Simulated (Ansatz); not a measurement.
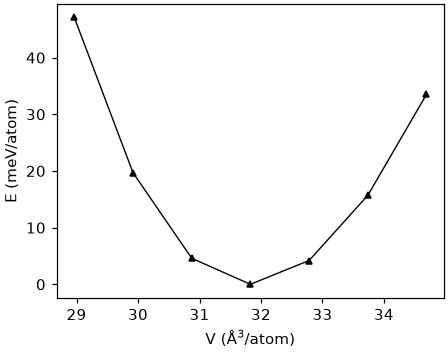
Figure: In$_{2}$SbAs in space group R3m (No. 160; In on 3a, In on 3a, Sb on 3a, As on 3a) under volume change, plane-wave PAW r²SCAN (Ansatz code), shape and atoms relaxed at each volume.

**Question.** What does a third-order Birch–Murnaghan fit give for V₀, B₀ and B′?

**Answer.** V₀ = 31.83 Å³/atom, B₀ = 49.0 GPa, B′ = 4.7.

The workflow started from a Materials Project entry (that database holds measured and hypothetical structures alike); the Crystallography Open Database copy checked does not list it. Its standing as an ambient phase is unchecked. The cell was relaxed with r²SCAN under the symmetry of its start; whether a distortion lowers the energy is not shown. Scalar-relativistic: spin–orbit coupling is off unless named, which matters more the heavier the elements.

Potentials: the later of the program's two PAW sets.
